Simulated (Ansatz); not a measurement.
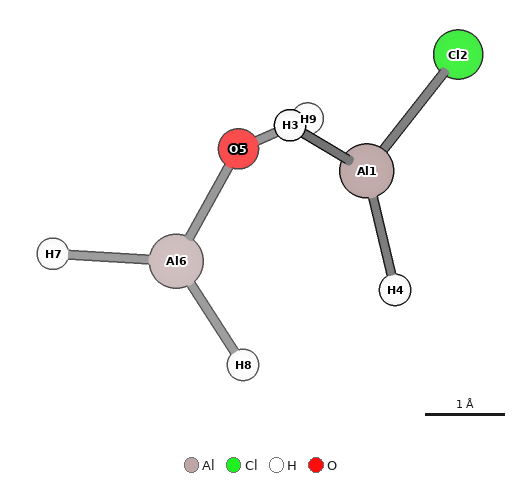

**Figure 1.** The starting structure (ball-and-stick view, seen at a tilt; atoms are numbered from 1 in the order of the input). Sticks mark near contacts. Bond lengths as drawn: Al–Cl 2.20 Å, Al–H 1.57 to 1.59 Å, Al–O 1.71 Å and H–O 0.98 Å.

**Run report: Al2H5ClO, geometry relaxation (part 1 of 2)**

Al2H5ClO, computed with RKS r2SCAN-D4/def2-SVP (Ansatz 0.2.0).

It belongs to a series of runs on one base structure; here: end point A relaxed. Figures and captions count atoms from 1; the log counts them from 0 in places.

Log
```
The last accepted step is kept in [file] (removed where the run ends without a failure and the disk answers)
Engine: ansatz 0.2.0, aarch64-unknown-linux-gnu
Functional definition: r2SCAN
  parameter k0 = 0.174
  parameter k1 = 0.065
  parameter a1 = 4.9479
  exchange = r2scan_x(k0 = k0, k1 = k1, a1 = a1)
  correlation = r2scan_c
1014 factors; their error is unknown
mean field evaluation 1: about -27828.7782 eV, gradient 5.5e1 eV
mean field evaluation 2: about -27796.2798 eV, gradient 1.3e2 eV
mean field evaluation 4: about -27834.3987 eV, gradient 4.8e0 eV
mean field evaluation 8: about -27834.4622 eV, gradient 2.6e-1 eV
mean field evaluation 16: about -27834.4106 eV, gradient 4.4e-5 eV
mean field -27834.41060858 eV, -1022.8957230241 hartree, gradient 4.5e-5 eV, S^2 0.000000; 0 other end points of the search recorded, 0 dependent functions left out
the calculation of the forces begins
reference -27834.41062279 eV, -1022.8957235464 hartree; 28, 28 occupied and 65, 65 virtual orbitals, 1014 factors
relax step   1: F+E_penalty+E_count = -27834.45405875 eV  Δ(F+E_penalty+E_count) = +0.000e0 eV  max|allowed force component| = 1.088e0 eV/Å  Δτ_max = 0.0000 Å  (27 SCF iters, accepted)
these checks for a lower state are left out or cut short: starts, cluster_reference, orbital_swaps, neighbouring_geometries, increment
1014 factors; their error is unknown
mean field -27834.63191752 eV, -1022.9038559776 hartree, gradient 1.0e-5 eV, S^2 0.000000; 0 other end points of the search recorded, 0 dependent functions left out
[... from here on the field's lines of each further geometry are left out, up to the last ...]
relax step   2: F+E_penalty+E_count = -27834.67618409 eV  Δ(F+E_penalty+E_count) = -2.221e-1 eV  max|allowed force component| = 1.005e0 eV/Å  Δτ_max = 0.1947 Å  (29 SCF iters, accepted)
relax step   3: F+E_penalty+E_count = -27834.93168352 eV  Δ(F+E_penalty+E_count) = -2.555e-1 eV  max|allowed force component| = 1.235e0 eV/Å  Δτ_max = 0.1946 Å  (33 SCF iters, accepted)
relax step   4: F+E_penalty+E_count = -27835.15010167 eV  Δ(F+E_penalty+E_count) = -2.184e-1 eV  max|allowed force component| = 1.309e0 eV/Å  Δτ_max = 0.1949 Å  (33 SCF iters, accepted)
relax step   5: F+E_penalty+E_count = -27835.21962005 eV  Δ(F+E_penalty+E_count) = -6.952e-2 eV  max|allowed force component| = 7.668e-1 eV/Å  Δτ_max = 0.1443 Å  (28 SCF iters, accepted)
relax step   6: F+E_penalty+E_count = -27835.24690276 eV  Δ(F+E_penalty+E_count) = -2.728e-2 eV  max|allowed force component| = 4.046e-1 eV/Å  Δτ_max = 0.0851 Å  (28 SCF iters, accepted)
relax step   7: F+E_penalty+E_count = -27835.25589693 eV  Δ(F+E_penalty+E_count) = -8.994e-3 eV  max|allowed force component| = 2.043e-1 eV/Å  Δτ_max = 0.0517 Å  (28 SCF iters, accepted)
relax step   8: F+E_penalty+E_count = -27835.26303379 eV  Δ(F+E_penalty+E_count) = -7.137e-3 eV  max|allowed force component| = 4.619e-1 eV/Å  Δτ_max = 0.0677 Å  (28 SCF iters, accepted)
relax step   9: F+E_penalty+E_count = -27835.25286146 eV  Δ(F+E_penalty+E_count) = +1.017e-2 eV  max|allowed force component| = 1.707e0 eV/Å  Δτ_max = 0.1970 Å  (27 SCF iters, rejected (line search))
relax step  10: F+E_penalty+E_count = -27835.27644438 eV  Δ(F+E_penalty+E_count) = -1.341e-2 eV  max|allowed force component| = 5.814e-1 eV/Å  Δτ_max = 0.0957 Å  (28 SCF iters, accepted)
relax step  11: F+E_penalty+E_count = -27835.29052023 eV  Δ(F+E_penalty+E_count) = -1.408e-2 eV  max|allowed force component| = 6.258e-1 eV/Å  Δτ_max = 0.0974 Å  (28 SCF iters, accepted)
relax step  12: F+E_penalty+E_count = -27835.31704984 eV  Δ(F+E_penalty+E_count) = -2.653e-2 eV  max|allowed force component| = 7.495e-1 eV/Å  Δτ_max = 0.1500 Å  (26 SCF iters, accepted)
relax step  13: F+E_penalty+E_count = -27835.32564850 eV  Δ(F+E_penalty+E_count) = -8.599e-3 eV  max|allowed force component| = 1.286e0 eV/Å  Δτ_max = 0.1951 Å  (27 SCF iters, accepted)
relax step  14: F+E_penalty+E_count = -27835.34861696 eV  Δ(F+E_penalty+E_count) = -2.297e-2 eV  max|allowed force component| = 1.810e0 eV/Å  Δτ_max = 0.1931 Å  (27 SCF iters, accepted)
relax step  15: F+E_penalty+E_count = -27835.49062268 eV  Δ(F+E_penalty+E_count) = -1.420e-1 eV  max|allowed force component| = 1.162e0 eV/Å  Δτ_max = 0.2000 Å  (27 SCF iters, accepted)
relax step  16: F+E_penalty+E_count = -27835.63603304 eV  Δ(F+E_penalty+E_count) = -1.454e-1 eV  max|allowed force component| = 8.818e-1 eV/Å  Δτ_max = 0.1943 Å  (29 SCF iters, accepted)
relax step  17: F+E_penalty+E_count = -27835.89506920 eV  Δ(F+E_penalty+E_count) = -2.590e-1 eV  max|allowed force component| = 8.048e-1 eV/Å  Δτ_max = 0.1975 Å  (30 SCF iters, accepted)
relax step  18: F+E_penalty+E_count = -27836.10843262 eV  Δ(F+E_penalty+E_count) = -2.134e-1 eV  max|allowed force component| = 6.272e-1 eV/Å  Δτ_max = 0.1961 Å  (29 SCF iters, accepted)
relax step  19: F+E_penalty+E_count = -27836.23725831 eV  Δ(F+E_penalty+E_count) = -1.288e-1 eV  max|allowed force component| = 3.051e-1 eV/Å  Δτ_max = 0.1983 Å  (28 SCF iters, accepted)
relax step  20: F+E_penalty+E_count = -27836.27082849 eV  Δ(F+E_penalty+E_count) = -3.357e-2 eV  max|allowed force component| = 2.438e-1 eV/Å  Δτ_max = 0.1435 Å  (28 SCF iters, accepted)
relax step  21: F+E_penalty+E_count = -27836.28140982 eV  Δ(F+E_penalty+E_count) = -1.058e-2 eV  max|allowed force component| = 2.117e-1 eV/Å  Δτ_max = 0.0746 Å  (28 SCF iters, accepted)
relax step  22: F+E_penalty+E_count = -27836.27000044 eV  Δ(F+E_penalty+E_count) = +1.141e-2 eV  max|allowed force component| = 3.403e-1 eV/Å  Δτ_max = 0.1422 Å  (28 SCF iters, rejected (line search))
relax step  23: F+E_penalty+E_count = -27836.28942811 eV  Δ(F+E_penalty+E_count) = -8.018e-3 eV  max|allowed force component| = 1.637e-1 eV/Å  Δτ_max = 0.0694 Å  (28 SCF iters, accepted)
relax step  24: F+E_penalty+E_count = -27836.29549295 eV  Δ(F+E_penalty+E_count) = -6.065e-3 eV  max|allowed force component| = 8.695e-2 eV/Å  Δτ_max = 0.1000 Å  (29 SCF iters, accepted)
relax step  25: F+E_penalty+E_count = -27836.30099128 eV  Δ(F+E_penalty+E_count) = -5.498e-3 eV  max|allowed force component| = 1.219e-1 eV/Å  Δτ_max = 0.1447 Å  (27 SCF iters, accepted)
relax step  26: F+E_penalty+E_count = -27836.30429280 eV  Δ(F+E_penalty+E_count) = -3.302e-3 eV  max|allowed force component| = 3.035e-2 eV/Å  Δτ_max = 0.0537 Å  (28 SCF iters, accepted)
the calculation of the forces begins
reference -27836.25769167 eV, -1022.9636020758 hartree; 28, 28 occupied and 65, 65 virtual orbitals, 1014 factors
relax step  27: F+E_penalty+E_count = -27836.30491950 eV  Δ(F+E_penalty+E_count) = -6.267e-4 eV  max|allowed force component| = 8.482e-3 eV/Å  Δτ_max = 0.0197 Å  (27 SCF iters, accepted)
```

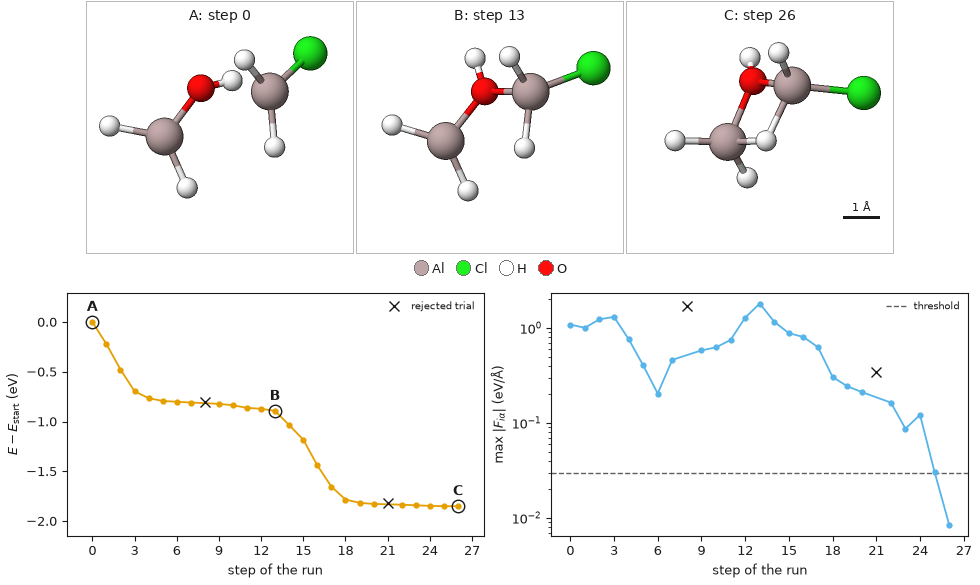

**Figure 2.** Frames of the relaxation (ball-and-stick view, seen at a tilt) above the curves, on which the letters mark them (the first geometry is step 0 here and step 1 in the log).

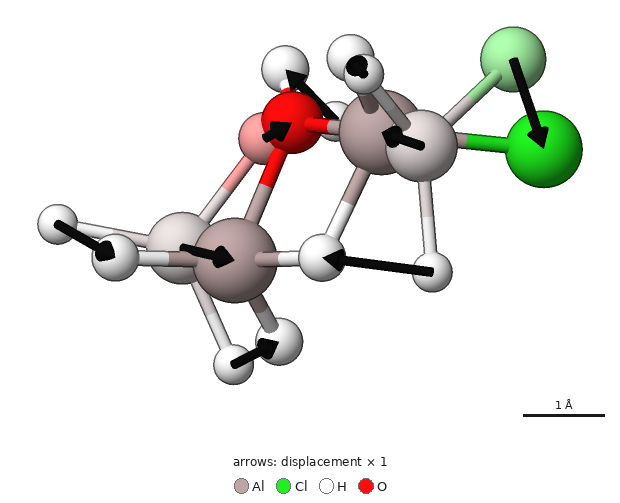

**Figure 3.** Start (faint) and end (solid) with the displacements as black arrows, at true length (ball-and-stick view, seen at a tilt). The two geometries are laid on each other by the best rigid fit. The atom that moves furthest after the best rigid fit is H4 (1.46 Å). Largest moves by element: H 1.46 Å, Cl 1.24 Å, Al 0.84 Å, O 0.44 Å. Distances before and after: H4–Al6 3.917 → 1.754 Å, Al1–O5 2.959 → 1.841 Å, O5–Al6 1.715 → 1.870 Å, Al1–H4 1.577 → 1.731 Å. New bonds form: Al1–O5 (2.96 → 1.84 Å), H4–Al6 (3.92 → 1.75 Å). Among the angles that change: H3–Al1–H4 126.9° → 112.2°, O5–Al6–H8 119.4° → 112.4°, Cl2–Al1–H4 116.6° → 109.6°. After 26 geometry steps the energy has fallen by 1.851 eV. Largest force component: 1.1 eV/Å at the start, 0.0085 eV/Å at the end. The line search rejected the trial steps at points 8, 21 (counted from 0) and went back. (Atoms are counted from 1 in the order of the input.)

```
1014 factors; their error is unknown
mean field -27836.25767848 eV, -1022.9636015910 hartree, gradient 1.7e-5 eV, S^2 0.000000; 1 other end points of the search recorded, 0 dependent functions left out
the calculation of the forces begins
reference -27836.25769167 eV, -1022.9636020758 hartree; 28, 28 occupied and 65, 65 virtual orbitals, 1014 factors
Total energy: -27836.30493269 eV, -1022.9653381512 hartree
Atom 0 at     0.198484    -0.384010     0.350154 Å, force    -0.000772     0.004366     0.000218 eV/Å
Atom 1 at    -0.900768     0.912108     1.610234 Å, force     0.000447    -0.001325     0.000331 eV/Å
Atom 2 at     1.541212     0.100437    -0.310464 Å, force    -0.003548     0.000617     0.003251 eV/Å
Atom 3 at    -0.867029    -1.119019    -0.798745 Å, force     0.002350     0.000056    -0.002805 eV/Å
Atom 4 at     0.226025    -2.100764     1.015808 Å, force     0.005056    -0.003093    -0.008482 eV/Å
Atom 5 at    -0.956088    -2.786428    -0.261213 Å, force    -0.004006    -0.000538     0.001893 eV/Å
Atom 6 at    -0.215601    -3.693449    -1.326521 Å, force     0.000959    -0.004512    -0.003109 eV/Å
Atom 7 at    -2.391850    -3.072839     0.338552 Å, force    -0.000323     0.003444     0.001759 eV/Å
Atom 8 at     0.612915    -2.479137     1.813195 Å, force    -0.000164     0.000984     0.006944 eV/Å
Dipole moment:     0.293287    -0.423091     0.209053 e Å
```

Trajectory as extended XYZ (Å, eV, eV/Å), 27 frames, from step=1 to step=27
```
9
Properties=species:S:1:pos:R:3:forces:R:3 step=1 energy=-27834.45406
Al    0.0761    0.3146    0.0185    0.1035  -0.3556   1.0877
Cl    0.0382    0.5760    2.2056   -0.0542  -0.1012  -0.8843
H     1.4904    0.4187   -0.6641    0.0087   0.0046  -0.0404
H    -1.3215    0.2229   -0.7060   -0.0145  -0.0233  -0.0052
O     0.0859   -2.4935    0.9512   -0.1282   0.9608   0.3895
Al   -0.7554   -3.5976   -0.0552   -0.1434  -0.1028  -0.0732
H     0.0883   -4.8223   -0.5926    0.0058   0.0707  -0.0008
H    -2.2688   -3.3070   -0.4370    0.0343  -0.0359   0.0462
H    -0.1858   -1.9350    1.7106    0.1880  -0.4173  -0.5195
9
Properties=species:S:1:pos:R:3:forces:R:3 step=2 energy=-27834.67618
Al    0.0919    0.1981    0.0657    0.0132  -0.6549   0.3581
Cl    0.0186    0.5229    2.1946   -0.0217   0.0423  -0.1175
H     1.4893    0.3738   -0.6469    0.0082  -0.0376   0.0167
H    -1.3029    0.1658   -0.6796    0.0120  -0.0268  -0.0067
O     0.0588   -2.3322    0.8455   -0.0561   1.0046   0.3735
Al   -0.7628   -3.5652   -0.0418   -0.1194  -0.0012  -0.2983
H     0.1060   -4.7725   -0.5802    0.0116   0.0572   0.0836
H    -2.2815   -3.3212   -0.4199   -0.0053  -0.0786   0.1104
H    -0.1701   -1.8926    1.6936    0.1573  -0.3049  -0.5199
9
Properties=species:S:1:pos:R:3:forces:R:3 step=3 energy=-27834.93168
Al    0.1005    0.0550    0.1182   -0.0515  -0.9331  -0.4264
Cl    0.0080    0.4999    2.1873   -0.0256   0.1982   0.6422
H     1.4801    0.3146   -0.6231   -0.0206  -0.1100   0.0770
H    -1.2888    0.1053   -0.6540    0.0427  -0.0299  -0.0013
O     0.0350   -2.1673    0.7450   -0.2531   1.0985   0.9733
Al   -0.7632   -3.5187   -0.0520   -0.0387   0.2114  -0.3535
H     0.1240   -4.7237   -0.5679    0.0303   0.0897   0.1616
H    -2.2944   -3.3330   -0.4042    0.0153  -0.0755   0.1623
H    -0.1539   -1.8551    1.6816    0.3012  -0.4491  -1.2351
9
Properties=species:S:1:pos:R:3:forces:R:3 step=4 energy=-27835.15010
Al    0.0913   -0.1352    0.1600    0.0180   0.4632  -0.6901
Cl    0.0048    0.4985    2.2081   -0.0422   0.0411   0.4756
H     1.4571    0.2358   -0.5873   -0.0653  -0.2460   0.1022
H    -1.2813    0.0570   -0.6446    0.0516  -0.1294   0.0116
O     0.0196   -2.0123    0.6600   -0.2681  -0.0755   1.3090
Al   -0.7482   -3.4313   -0.1105   -0.1840  -0.0561  -0.2714
H     0.1458   -4.6720   -0.5304    0.0539   0.2354   0.1364
H    -2.3068   -3.3362   -0.3680    0.1203   0.0237   0.1209
H    -0.1351   -1.8275    1.6438    0.3158  -0.2563  -1.1942
9
Properties=species:S:1:pos:R:3:forces:R:3 step=5 energy=-27835.21962
Al    0.0606   -0.0750    0.1436    0.0614  -0.4283  -0.1350
Cl   -0.0655    0.4596    2.2451    0.0036   0.1428   0.0177
H     1.4870    0.0968   -0.5628   -0.1704   0.0945   0.1076
H    -1.2978   -0.0192   -0.7021    0.0786   0.1326   0.0077
O    -0.0067   -2.0012    0.6430    0.0987   0.3953   0.7668
Al   -0.7822   -3.3713   -0.1443   -0.1150  -0.2443  -0.0816
H     0.2038   -4.5514   -0.5031   -0.0875   0.0445  -0.0539
H    -2.3472   -3.2880   -0.3143    0.0582  -0.0466  -0.0384
H    -0.0048   -1.8733    1.6258    0.0724  -0.0905  -0.5909
9
Properties=species:S:1:pos:R:3:forces:R:3 step=6 energy=-27835.24690
Al    0.0566   -0.0933    0.1478   -0.0349  -0.0510   0.0188
Cl   -0.0824    0.5150    2.2339    0.0090   0.0100  -0.0589
H     1.4787    0.1346   -0.5254   -0.0206  -0.0087   0.0232
H    -1.2788    0.0365   -0.7213    0.0339  -0.0262   0.0066
O    -0.0106   -1.9997    0.6547   -0.2213  -0.1922  -0.4046
Al   -0.8036   -3.4068   -0.1278    0.1421   0.2624   0.0732
H     0.1736   -4.5783   -0.5174   -0.0142   0.0173   0.0091
H    -2.3619   -3.3321   -0.3294    0.0282   0.0092   0.0173
H     0.0756   -1.8990    1.6159    0.0778  -0.0208   0.3154
9
Properties=species:S:1:pos:R:3:forces:R:3 step=7 energy=-27835.25590
Al    0.0460   -0.1115    0.1487   -0.0257   0.1167   0.0735
Cl   -0.0931    0.5350    2.2228   -0.0001  -0.0249  -0.0677
H     1.4697    0.1237   -0.5109    0.0247  -0.0304  -0.0103
H    -1.2767    0.0230   -0.7354    0.0018  -0.0651  -0.0039
O    -0.0223   -2.0044    0.6589   -0.0048   0.0897   0.2043
Al   -0.8038   -3.3870   -0.1307   -0.0364  -0.0577  -0.0768
H     0.1720   -4.5564   -0.5211    0.0054  -0.0157  -0.0061
H    -2.3604   -3.3151   -0.3258   -0.0068   0.0123  -0.0034
H     0.1158   -1.9304    1.6245    0.0420  -0.0250  -0.1095
9
Properties=species:S:1:pos:R:3:forces:R:3 step=8 energy=-27835.26303
Al    0.0365   -0.1096    0.1548   -0.0314   0.0630   0.0975
Cl   -0.1103    0.5606    2.2170   -0.0003  -0.0046  -0.0662
H     1.4665    0.1088   -0.4959    0.0325  -0.0115  -0.0158
H    -1.2752   -0.0087   -0.7481   -0.0145  -0.0431  -0.0133
O    -0.0376   -1.9994    0.6708    0.1098   0.1234   0.4619
Al   -0.8099   -3.3732   -0.1365   -0.0682  -0.0837  -0.0711
H     0.1651   -4.5426   -0.5280    0.0144  -0.0211  -0.0045
H    -2.3655   -3.3013   -0.3313   -0.0157   0.0160  -0.0203
H     0.1776   -1.9578    1.6282   -0.0264  -0.0383  -0.3683
9
Properties=species:S:1:pos:R:3:forces:R:3 step=9 energy=-27835.25286 accepted=F
Al    0.0097   -0.1078    0.1779   -0.0467  -0.0427   0.1223
Cl   -0.1592    0.6511    2.1986   -0.0156   0.0024  -0.0903
H     1.4546    0.0789   -0.4520    0.0341   0.0113  -0.0187
H    -1.2748   -0.0892   -0.7742   -0.0086  -0.0222   0.0102
O    -0.0673   -1.9950    0.7045    0.7940   0.0872   1.7073
Al   -0.8316   -3.3440   -0.1493   -0.0707  -0.0629  -0.0497
H     0.1430   -4.5156   -0.5367    0.0187  -0.0339   0.0087
H    -2.3825   -3.2591   -0.3613   -0.0219   0.0269  -0.0382
H     0.3555   -2.0423    1.6237   -0.6834   0.0338  -1.6517
9
Properties=species:S:1:pos:R:3:forces:R:3 step=10 energy=-27835.27644
Al    0.0236   -0.1074    0.1729   -0.0318  -0.0350   0.0366
Cl   -0.1352    0.6199    2.2058   -0.0098   0.0025  -0.0505
H     1.4591    0.0915   -0.4774    0.0108   0.0167  -0.0060
H    -1.2804   -0.0740   -0.7511    0.0007  -0.0102  -0.0059
O    -0.0407   -1.9974    0.6911    0.1486   0.0701   0.5814
Al   -0.8194   -3.3550   -0.1477   -0.0298  -0.0005  -0.0190
H     0.1509   -4.5321   -0.5343    0.0020  -0.0100   0.0053
H    -2.3727   -3.2661   -0.3551   -0.0005   0.0186  -0.0264
H     0.2622   -2.0026    1.6267   -0.0901  -0.0520  -0.5154
```
